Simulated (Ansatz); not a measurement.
# InB2 (built on the sites of a database entry of YAl2): a soft mode frozen in, part 2 of 3

Aim: this structure of InB2 (built on the sites of a database entry of YAl2) is to be tested for unstable modes, and one is followed downhill.

Ansatz 0.2.0; DFT PBEsol, scalar-relativistic, plane waves, norm-conserving pseudopotentials.

So far. Step 4 (The mode frozen in, largest atomic shift 0.6 Å): The run ends at a pressure of 5.31 GPa, with forces up to 2.1 eV/Å. Step 5 (Energy along the mode, all amplitudes (two of the runs …): The lowest of the steps tried is the last one, at 0.6 Å, 442 meV/atom below the parent; the bottom of the well need not coincide with a step.

The structure was built from a prototype and need not be the compound's stable phase.

## Step 6: Relaxation from the frozen mode

Starting from the lowest point found, all atoms and the cell are let go, so that strain and other modes of the same symmetry can join in.

input.yaml reads:

```yaml
crystal:
  lattice:
    - [0.0, 3.296251107, 3.296251107]
    - [3.296251107, 0.0, 3.296251107]
    - [3.296251107, 3.296251107, 0.0]
  atoms:
    - { symbol: In, position: [0.75, 0.7538914823, 0.75] }
    - { symbol: In, position: [0.5, 0.5038914823, 0.5] }
    - { symbol: B, position: [0.1917811246, 0.4707711358, 0.1917811246] }
    - { symbol: B, position: [0.125, 0.1711145095, 0.625] }
    - { symbol: B, position: [0.625, 0.1711145095, 0.125] }
    - { symbol: B, position: [0.0582188754, 0.1043333849, 0.0582188754] }
kpoints:
  mp_grid: { grid: [12, 12, 12] }
hamiltonian:
  xc: pbesol
  pseudopotentials: { kind: nc }
scf:
  occupations: { method: methfessel_paxton, width: 0.2 }
output:
  forces: true
  stress: true
  eigenvalues: true
relax:
  adjacent_minimum: "off"
  f_tol: 0.002
  max_steps: 120
  cell: { stress_tol: 0.03 }
```

On the command line:

```console
$ ansatz run input.yaml --threads 8 --pin off --max-ram 14336MiB --backend cpu --events-out ev --progress --plain --runs-dir out
```

Numbers of over 12 decimals in the logs are rounded to 6 here.

The log of the run:

```text
[...]
Crystal: 6 atoms, lattice volume = 71.629 Å³
Basis set: ecut = 1034.032677 eV, 5329 PW (Γ), exchange–correlation on 100×100×100 points (8 copies of the dense FFT grid, shifted against one another)
Bands: 25, of which v1, the nominal top of the filled ones, is band 19 counted from 1 (18 counted from 0)
Symmetry: 4 space group operations
[...]
k-points: 280 of 1728 (time reversal used)
[...]
SCF iter   1: F=—  HF=-3922.109728 eV  |F-HF|=—  |Δ(HF+E_count)|=         —  Δρ=6.31e-2  dr2=5.90e0  ethr=3.10e-3  ⟨swp⟩=5.9  Hψ=31767  notcnv=0
[...]
SCF iter   8: F=-3920.166838 eV  HF=-3920.166838 eV  |F-HF|=1.04e-9  |Δ(HF+E_count)|=   1.80e-8  S|Δr|=    0.00e0  Δρ=2.39e-6  dr2=2.89e-9  ethr=2.63e-10  ⟨swp⟩=4.5  Hψ=24492  notcnv=0
SCF 1 converged in 8 iterations: F = -3920.166838 eV  dr2 = 2.89e-9
relax step   1: F+E_penalty+E_count = -3920.16683770 eV  Δ(F+E_penalty+E_count) = +0.000e0 eV  max|allowed force component| = 1.345e0 eV/Å  Δτ_max = 0.0000 Å  P = +5.305 GPa  Ω = 71.629 Å³  (8 SCF iters, dr2 threshold 1.00e-7 eV, accepted)
Crystal: 6 atoms, lattice volume = 77.285 Å³
Basis set: ecut = 1034.032677 eV, 5859 PW (Γ), exchange–correlation on 100×100×100 points (8 copies of the dense FFT grid, shifted against one another)
[...]
iter 1 solved again at ethr=5.05e-4 eV; its pass at ethr=3.10e-3 eV (dr2=1.92e-1 eV) is discarded
[...]
SCF iter   6: F=-3921.105865 eV  HF=-3921.105865 eV  |F-HF|=7.29e-8  |Δ(HF+E_count)|=   2.96e-7  S|Δr|=    0.00e0  Δρ=1.41e-5  dr2=1.29e-7  ethr=1.58e-9  ⟨swp⟩=12.3  Hψ=49314  notcnv=0
SCF 2 converged in 6 iterations: F = -3921.105865 eV  dr2 = 1.29e-7
relax step   2: F+E_penalty+E_count = -3921.10586477 eV  Δ(F+E_penalty+E_count) = -9.390e-1 eV  max|allowed force component| = 1.145e0 eV/Å  Δτ_max = 0.1678 Å  P = -1.443 GPa  Ω = 77.285 Å³  energy of the carried Pulay correction = -1.289e-3 eV  (6 SCF iters, dr2 threshold 6.00e-7 eV, accepted)
Crystal: 6 atoms, lattice volume = 78.423 Å³
Basis set: ecut = 1034.032677 eV, 5909 PW (Γ), exchange–correlation on 100×100×100 points (8 copies of the dense FFT grid, shifted against one another)
[...]
SCF iter   6: F=-3921.685399 eV  HF=-3921.685399 eV  |F-HF|=1.50e-7  |Δ(HF+E_count)|=   3.44e-7  S|Δr|=    0.00e0  Δρ=2.34e-5  dr2=3.59e-7  ethr=1.58e-9  ⟨swp⟩=13.4  Hψ=53645  notcnv=0
SCF 3 converged in 6 iterations: F = -3921.685399 eV  dr2 = 3.59e-7
relax step   3: F+E_penalty+E_count = -3921.68539902 eV  Δ(F+E_penalty+E_count) = -5.795e-1 eV  max|allowed force component| = 3.186e-1 eV/Å  Δτ_max = 0.1976 Å  P = +2.465 GPa  Ω = 78.423 Å³  energy of the carried Pulay correction = -1.537e-3 eV  (6 SCF iters, dr2 threshold 6.00e-7 eV, accepted)
[... from here on, the SCF cycles and remarks between the steps are left out ...]
relax step   4: F+E_penalty+E_count = -3921.95760552 eV  Δ(F+E_penalty+E_count) = -2.722e-1 eV  max|allowed force component| = 2.285e-1 eV/Å  Δτ_max = 0.0849 Å  P = +0.927 GPa  Ω = 80.358 Å³  energy of the carried Pulay correction = -1.949e-3 eV  (6 SCF iters, dr2 threshold 6.00e-7 eV, accepted)
relax step   5: F+E_penalty+E_count = -3922.17533165 eV  Δ(F+E_penalty+E_count) = -2.177e-1 eV  max|allowed force component| = 3.461e-1 eV/Å  Δτ_max = 0.0590 Å  P = -0.891 GPa  Ω = 81.597 Å³  energy of the carried Pulay correction = -2.208e-3 eV  (6 SCF iters, dr2 threshold 6.00e-7 eV, accepted)
relax step   6: F+E_penalty+E_count = -3922.35978446 eV  Δ(F+E_penalty+E_count) = -1.845e-1 eV  max|allowed force component| = 3.842e-1 eV/Å  Δτ_max = 0.0899 Å  P = -2.033 GPa  Ω = 81.679 Å³  energy of the carried Pulay correction = -2.225e-3 eV  (6 SCF iters, dr2 threshold 6.00e-7 eV, accepted)
relax step   7: F+E_penalty+E_count = -3922.58149615 eV  Δ(F+E_penalty+E_count) = -2.217e-1 eV  max|allowed force component| = 5.216e-1 eV/Å  Δτ_max = 0.1536 Å  P = -2.545 GPa  Ω = 82.157 Å³  energy of the carried Pulay correction = -2.324e-3 eV  (6 SCF iters, dr2 threshold 6.00e-7 eV, accepted)
relax step   8: F+E_penalty+E_count = -3922.75214399 eV  Δ(F+E_penalty+E_count) = -1.706e-1 eV  max|allowed force component| = 5.855e-1 eV/Å  Δτ_max = 0.0808 Å  P = +0.369 GPa  Ω = 80.196 Å³  energy of the carried Pulay correction = -1.915e-3 eV  (5 SCF iters, dr2 threshold 6.00e-7 eV, accepted)
relax step   9: F+E_penalty+E_count = -3922.97825056 eV  Δ(F+E_penalty+E_count) = -2.261e-1 eV  max|allowed force component| = 1.000e0 eV/Å  Δτ_max = 0.1243 Å  P = -0.864 GPa  Ω = 82.041 Å³  energy of the carried Pulay correction = -2.300e-3 eV  (6 SCF iters, dr2 threshold 6.00e-7 eV, accepted)
relax step  10: F+E_penalty+E_count = -3923.28241048 eV  Δ(F+E_penalty+E_count) = -3.042e-1 eV  max|allowed force component| = 8.560e-1 eV/Å  Δτ_max = 0.1946 Å  P = -2.037 GPa  Ω = 82.786 Å³  energy of the carried Pulay correction = -2.452e-3 eV  (6 SCF iters, dr2 threshold 6.00e-7 eV, accepted)
relax step  11: F+E_penalty+E_count = -3923.56696511 eV  Δ(F+E_penalty+E_count) = -2.846e-1 eV  max|allowed force component| = 6.873e-1 eV/Å  Δτ_max = 0.1948 Å  P = -2.262 GPa  Ω = 80.204 Å³  energy of the carried Pulay correction = -1.917e-3 eV  (6 SCF iters, dr2 threshold 6.00e-7 eV, accepted)
relax step  12: F+E_penalty+E_count = -3923.69952328 eV  Δ(F+E_penalty+E_count) = -1.326e-1 eV  max|allowed force component| = 3.190e-1 eV/Å  Δτ_max = 0.1949 Å  P = +1.234 GPa  Ω = 77.695 Å³  energy of the carried Pulay correction = -1.378e-3 eV  (6 SCF iters, dr2 threshold 6.00e-7 eV, accepted)
relax step  13: F+E_penalty+E_count = -3923.72166941 eV  Δ(F+E_penalty+E_count) = -2.215e-2 eV  max|allowed force component| = 1.548e-1 eV/Å  Δτ_max = 0.1936 Å  P = -2.547 GPa  Ω = 79.469 Å³  energy of the carried Pulay correction = -1.761e-3 eV  (6 SCF iters, dr2 threshold 6.00e-7 eV, accepted)
relax step  14: F+E_penalty+E_count = -3923.74364657 eV  Δ(F+E_penalty+E_count) = -2.198e-2 eV  max|allowed force component| = 8.153e-3 eV/Å  Δτ_max = 0.0551 Å  P = +0.125 GPa  Ω = 78.425 Å³  energy of the carried Pulay correction = -1.537e-3 eV  (6 SCF iters, dr2 threshold 6.00e-7 eV, accepted)
relax step  15: F+E_penalty+E_count = -3923.74399975 eV  Δ(F+E_penalty+E_count) = -3.532e-4 eV  max|allowed force component| = 5.948e-3 eV/Å  Δτ_max = 0.0054 Å  P = -0.039 GPa  Ω = 78.545 Å³  energy of the carried Pulay correction = -1.563e-3 eV  (4 SCF iters, dr2 threshold 2.11e-7 eV, accepted)
relax step  16: F+E_penalty+E_count = -3923.74427516 eV  Δ(F+E_penalty+E_count) = -2.754e-4 eV  max|allowed force component| = 8.500e-3 eV/Å  Δτ_max = 0.0091 Å  P = +0.045 GPa  Ω = 78.541 Å³  energy of the carried Pulay correction = -1.562e-3 eV  (5 SCF iters, dr2 threshold 6.38e-9 eV, accepted)
relax step  17: F+E_penalty+E_count = -3923.74485908 eV  Δ(F+E_penalty+E_count) = -5.839e-4 eV  max|allowed force component| = 1.380e-2 eV/Å  Δτ_max = 0.0138 Å  P = +0.128 GPa  Ω = 78.571 Å³  energy of the carried Pulay correction = -1.568e-3 eV  (4 SCF iters, dr2 threshold 1.33e-7 eV, accepted)
relax step  18: F+E_penalty+E_count = -3923.74658230 eV  Δ(F+E_penalty+E_count) = -1.723e-3 eV  max|allowed force component| = 2.172e-2 eV/Å  Δτ_max = 0.0273 Å  P = +0.169 GPa  Ω = 78.673 Å³  energy of the carried Pulay correction = -1.590e-3 eV  (5 SCF iters, dr2 threshold 6.00e-7 eV, accepted)
relax step  19: F+E_penalty+E_count = -3923.74696684 eV  Δ(F+E_penalty+E_count) = -3.845e-4 eV  max|allowed force component| = 1.804e-2 eV/Å  Δτ_max = 0.0046 Å  P = -0.005 GPa  Ω = 78.349 Å³  energy of the carried Pulay correction = -1.521e-3 eV  (4 SCF iters, dr2 threshold 6.00e-7 eV, accepted)
relax step  20: F+E_penalty+E_count = -3923.75012169 eV  Δ(F+E_penalty+E_count) = -3.155e-3 eV  max|allowed force component| = 1.065e-2 eV/Å  Δτ_max = 0.0404 Å  P = -0.007 GPa  Ω = 78.564 Å³  energy of the carried Pulay correction = -1.567e-3 eV  (5 SCF iters, dr2 threshold 6.00e-7 eV, accepted)
relax step  21: F+E_penalty+E_count = -3923.75127460 eV  Δ(F+E_penalty+E_count) = -1.153e-3 eV  max|allowed force component| = 8.985e-3 eV/Å  Δτ_max = 0.0201 Å  P = +0.047 GPa  Ω = 78.470 Å³  energy of the carried Pulay correction = -1.547e-3 eV  (4 SCF iters, dr2 threshold 4.15e-7 eV, accepted)
relax step  22: F+E_penalty+E_count = -3923.75133342 eV  Δ(F+E_penalty+E_count) = -5.881e-5 eV  max|allowed force component| = 1.085e-3 eV/Å  Δτ_max = 0.0030 Å  P = -0.002 GPa  Ω = 78.488 Å³  energy of the carried Pulay correction = -1.551e-3 eV  (4 SCF iters, dr2 threshold 3.43e-8 eV, accepted)
relax step  23: F+E_penalty+E_count = -3924.20508754 eV  Δ(F+E_penalty+E_count) = -4.538e-1 eV  max|allowed force component| = 1.501e-2 eV/Å  Δτ_max = 0.0000 Å  P = +7.245 GPa  Ω = 78.488 Å³  stress off target by 1.90e1 GPa  SCF on the basis re-selected at this cell (its energy is not comparable with the rows above)  (7 SCF iters)
relax step  24: F+E_penalty+E_count = -3924.37222234 eV  Δ(F+E_penalty+E_count) = -1.671e-1 eV  max|allowed force component| = 5.767e-3 eV/Å  Δτ_max = 0.1285 Å  P = +2.073 GPa  Ω = 81.177 Å³  energy of the carried Pulay correction = -6.344e-4 eV  (6 SCF iters, dr2 threshold 6.00e-7 eV, accepted)
relax step  25: F+E_penalty+E_count = -3924.38684013 eV  Δ(F+E_penalty+E_count) = -1.462e-2 eV  max|allowed force component| = 4.884e-4 eV/Å  Δτ_max = 0.0015 Å  P = -1.088 GPa  Ω = 82.345 Å³  energy of the carried Pulay correction = -9.234e-4 eV  (6 SCF iters, dr2 threshold 6.00e-7 eV, accepted)
relax step  26: F+E_penalty+E_count = -3924.39056581 eV  Δ(F+E_penalty+E_count) = -3.726e-3 eV  max|allowed force component| = 8.061e-4 eV/Å  Δτ_max = 0.0006 Å  P = +0.228 GPa  Ω = 81.673 Å³  energy of the carried Pulay correction = -7.672e-4 eV  (5 SCF iters, dr2 threshold 6.00e-7 eV, accepted)
relax step  27: F+E_penalty+E_count = -3924.39069740 eV  Δ(F+E_penalty+E_count) = -1.316e-4 eV  max|allowed force component| = 1.348e-4 eV/Å  Δτ_max = 0.0006 Å  P = +0.006 GPa  Ω = 81.785 Å³  energy of the carried Pulay correction = -7.933e-4 eV  (3 SCF iters, dr2 threshold 6.00e-7 eV, accepted)
relax step  28: F+E_penalty+E_count = -3924.39177386 eV  Δ(F+E_penalty+E_count) = -1.076e-3 eV  max|allowed force component| = 1.337e-4 eV/Å  Δτ_max = 0.0000 Å  P = +0.019 GPa  Ω = 81.785 Å³  stress off target by 3.16e-2 GPa  SCF on the basis re-selected at this cell (its energy is not comparable with the rows above)  (5 SCF iters)
relax step  29: F+E_penalty+E_count = -3924.39177152 eV  Δ(F+E_penalty+E_count) = +2.332e-6 eV  max|allowed force component| = 4.754e-5 eV/Å  Δτ_max = 0.0001 Å  P = -0.000 GPa  Ω = 81.801 Å³  energy of the carried Pulay correction = -3.466e-6 eV  (4 SCF iters, dr2 threshold 2.49e-9 eV, accepted)
[...]
SCF iter   1: F=—  HF=-3924.391858 eV  |F-HF|=—  |Δ(HF+E_count)|=         —  Δρ=1.26e-6  dr2=5.51e-10  ethr=6.93e-8  ⟨swp⟩=5.9  Hψ=67273  notcnv=0
eigensolver tolerance schedule: the retry pair's looser diagonalisation over-reported the residual by 47813.63 of it (diagonalisation noise at an unbounded share of the residual, at the tolerance the schedule requests for it); recorded, not acted on — ethr = c·dr2/N_el stays at c = 1.0e-1
SCF iter   2: F=—  HF=-3924.391775 eV  |F-HF|=—  |Δ(HF+E_count)|=   8.33e-5  S|Δr|=    0.00e0  Δρ=6.30e-7  dr2=1.62e-10  ethr=1.45e-12  ⟨swp⟩=6.0  Hψ=28577  notcnv=0
[...]
SCF iter   4: F=-3924.391775 eV  HF=-3924.391775 eV  |F-HF|=9.09e-13  |Δ(HF+E_count)|=  2.73e-12  S|Δr|=    0.00e0  Δρ=6.11e-8  dr2=2.64e-12  ethr=1.00e-12  ⟨swp⟩=12.7  Hψ=55088  notcnv=0
SCF 30 converged in 4 iterations: F = -3924.391775 eV  dr2 = 2.64e-12
relax step  30: F+E_penalty+E_count = -3924.39177488 eV  Δ(F+E_penalty+E_count) = -3.354e-6 eV  max|allowed force component| = 5.009e-5 eV/Å  Δτ_max = 0.0000 Å  P = -0.000 GPa  Ω = 81.801 Å³  stress off target by 5.15e-4 GPa  SCF on the basis re-selected at this cell (its energy is not comparable with the rows above)  (4 SCF iters)
[...]
SCF converged after 4 iterations
[...]
Free energy (F): -3924.391775 eV
[...]
Internal energy: -3924.391854 eV  (E = F + TS)
E sigma→0 (E₀):  -3924.391795 eV
Entropy (-TS):   0.000079 eV (0.013 meV/atom)
Fermi energy:    9.979781 eV
Step filling:    the computed levels leave a gap of 0.0000 eV = 0.0 smearing widths at the electron count; against every level under it full and every level over it empty, smearing changes F+E_penalty+E_count by +1.278 meV and its σ→0 estimate by +1.258 meV
[...]
--- Forces (eV/Å), atoms counted from 1 ---
  atom   1  In     0.00000083    -0.00001513     0.00000083
  atom   2  In     0.00000083     0.00001513     0.00000083
  atom   3  B     -0.00001844    -0.00005009    -0.00001844
  atom   4  B      0.00001767     0.00000000     0.00001767
  atom   5  B      0.00001767     0.00000000     0.00001767
  atom   6  B     -0.00001844     0.00005009    -0.00001844
  max |Σ_I F_I| component: 1.08e-7 eV/Å
--- Stress (GPa, compression-positive) ---
       -0.000001       0.000000      -0.000514
        0.000000      -0.000398       0.000000
       -0.000514       0.000000      -0.000001
  P = ⅓ Tr σ = -0.0001 GPa (-0.001 kbar)
--- Band table (eV; the first three rows and the last of 280) ---
  k-point 0: bands = [... 15 lower, 7.0349, 7.0798, 7.0798, 8.1475, 8.8913, 9.3035, 9.3035, 9.8272, ... 2 higher]
  k-point 1: bands = [... 15 lower, 6.8079, 6.9778, 6.9924, 8.6127, 8.7928, 9.2183, 9.5154, 10.6784, ... 2 higher]
  k-point 2: bands = [... 15 lower, 6.2020, 6.7607, 6.8769, 8.9695, 9.4210, 9.4687, 10.0602, 12.0745, ... 2 higher]
  k-point 279: bands = [... 15 lower, 5.3195, 6.1224, 10.0770, 10.0770, 10.4872, 10.8392, 11.5924, 11.5924, ... 2 higher]
--- Relaxed structure (27 steps of the walk, 27 accepted, 3 SCFs on fresh bases) ---
  F+E_penalty+E_count = -3924.39177488 eV   max|allowed force component| = 5.009e-5 eV/Å   (the final SCF, on the basis selected at the relaxed cell)
  cell:  # Å, volume = 81.8015 Å³
    - [-0.434588, 2.544357, 4.032859]
    - [3.598270, 0.0, 3.598270]
    - [4.032859, 2.544357, -0.434588]
  atoms:
    - { symbol: In, position: [0.875002, 0.695852, 0.875002] }
    - { symbol: In, position: [0.374998, 0.695857, 0.374998] }
    - { symbol: B, position: [0.375003, 0.195853, 0.375003] }
    - { symbol: B, position: [0.125000, 0.195848, 0.625] }
    - { symbol: B, position: [0.625000, 0.195848, 0.125000] }
    - { symbol: B, position: [-0.125003, 0.195858, -0.125003] }
```

It took 6 min on 8 threads of Intel Xeon Platinum 8488C (Sapphire Rapids), shared host; peak memory 1.8 GiB; 47 min of CPU time.

Step by step (22 of 30):

| step | energy less that of the first step (eV) | largest force component (eV/Å) | pressure (GPa) | volume (Å³) |
| --- | --- | --- | --- | --- |
| 1 | 0.0000 | 1.3455 | 5.31 | 71.63 |
| 2 | -0.9390 | 1.1452 | -1.44 | 77.29 |
| 4 | -1.7908 | 0.2285 | 0.93 | 80.36 |
| 5 | -2.0085 | 0.3461 | -0.89 | 81.60 |
| 7 | -2.4147 | 0.5216 | -2.54 | 82.16 |
| 8 | -2.5853 | 0.5855 | 0.37 | 80.20 |
| 9 | -2.8114 | 1.0000 | -0.86 | 82.04 |
| 11 | -3.4001 | 0.6873 | -2.26 | 80.20 |
| 12 | -3.5327 | 0.3190 | 1.23 | 77.69 |
| 13 | -3.5548 | 0.1548 | -2.55 | 79.47 |
| 15 | -3.5772 | 0.0059 | -0.04 | 78.54 |
| 16 | -3.5774 | 0.0085 | 0.04 | 78.54 |
| 18 | -3.5797 | 0.0217 | 0.17 | 78.67 |
| 19 | -3.5801 | 0.0180 | -0.01 | 78.35 |
| 20 | -3.5833 | 0.0107 | -0.01 | 78.56 |
| 22 | -3.5845 | 0.0011 | 0.00 | 78.49 |
| 23* | -4.0383 | 0.0150 | 7.24 | 78.49 |
| 24 | -4.2054 | 0.0058 | 2.07 | 81.18 |
| 26 | -4.2237 | 0.0008 | 0.23 | 81.67 |
| 27 | -4.2239 | 0.0001 | 0.01 | 81.79 |
| 29 | -4.2249 | 0.0000 | 0.00 | 81.80 |
| 30* | -4.2249 | 0.0001 | 0.00 | 81.80 |

Relaxation steps marked * repeat the geometry before them on a plane-wave basis chosen anew for their cell, so energy and pressure can jump there. Other such steps can lie between the rows shown.

The run keeps the 4 symmetry operations that it works with, so distortions that break them were not tested.

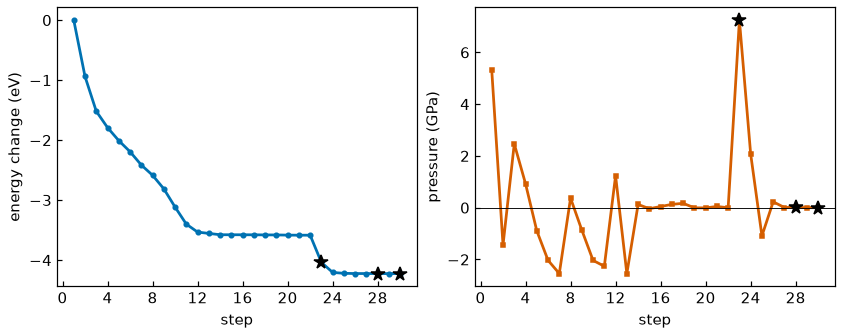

Energy and pressure along the relaxation. Stars mark steps on a basis chosen anew.

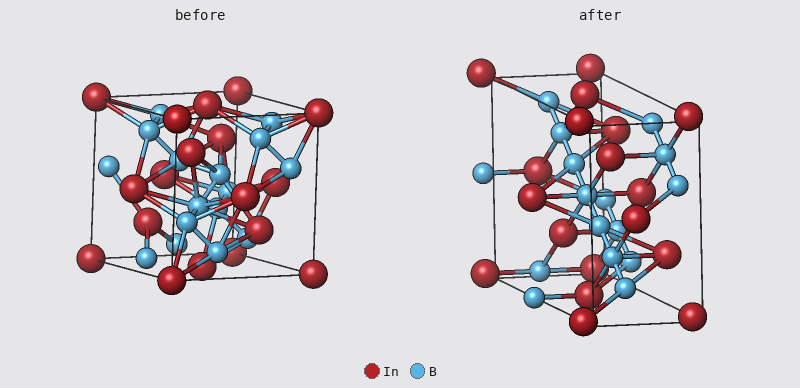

The structure before and after the relaxation, drawn at the same scale. Bonds to atoms that aren't drawn are left out.

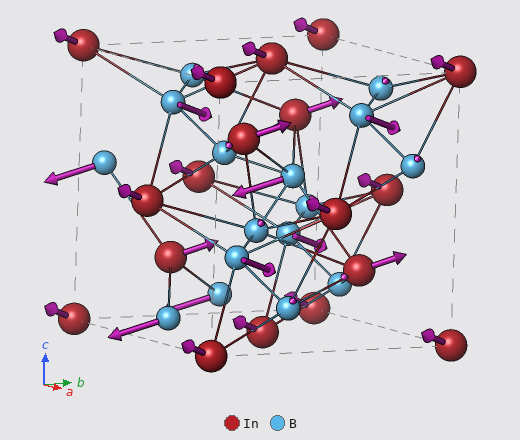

Displacements in the relaxation, exaggerated, measured against the changing cell; the longest in the cell stands for 1.04 Å. Bonds to atoms that aren't drawn are left out. Some periodic images of atoms are drawn too.

| cell as run | before | after | change |
| --- | --- | --- | --- |
| a (Å) | 4.662 | 4.788 | +2.7 % |
| b (Å) | 4.662 | 5.089 | +9.2 % |
| c (Å) | 4.662 | 4.788 | +2.7 % |
| α (°) | 60.00 | 57.90 | -3.5 % |
| β (°) | 60.00 | 82.56 | +37.6 % |
| γ (°) | 60.00 | 57.90 | -3.5 % |
| volume (Å³/atom) | 11.94 | 13.63 | +14.2 % |

The atoms that moved most (Å, as changes of fractional coordinates times the final cell):

| atom | dx | dy | dz | length |
| --- | --- | --- | --- | --- |
| B3 | -0.330 | 0.932 | -0.330 | 1.043 |
| B6 | -0.330 | -0.932 | -0.330 | 1.043 |
| In1 | 0.241 | 0.636 | 0.241 | 0.722 |
| In2 | 0.241 | -0.636 | 0.241 | 0.722 |
| B4 | 0.089 | 0.000 | 0.089 | 0.126 |
| B5 | 0.089 | 0.000 | 0.089 | 0.126 |

Final coordinates:

```xyz
6
Lattice="-0.4346 2.5444 4.0329 3.5983 0.0000 3.5983 4.0329 2.5444 -0.4346" Properties=species:S:1:pos:R:3 pbc="T T T"
In    5.6524    4.4526    5.6524
In    3.8532    1.9083    3.8532
B     2.0541    1.9083    2.0541
B     3.1709    1.9083    0.9372
B     0.9372    1.9083    3.1709
B     0.2550   -0.6361    0.2550
```

This step gave:

| Item | Value |
| --- | --- |
| pressure | -1.33e-4 GPa |
| volume per atom | 13.63 Å³ |

The distorted start has space group Ima2; the relaxation ends in P4/mmm.

[end of part 2 of 3]

[Logs are printed without paths, hosts, clocks, repeated set-up lines and the standing remarks that a program may print on its own settings, such as how far it seeks lower states.]

[Hosts, paths, dates, database ids (printed as entryN), source tags and the programs' standing remarks are cut or masked in the printed files.]
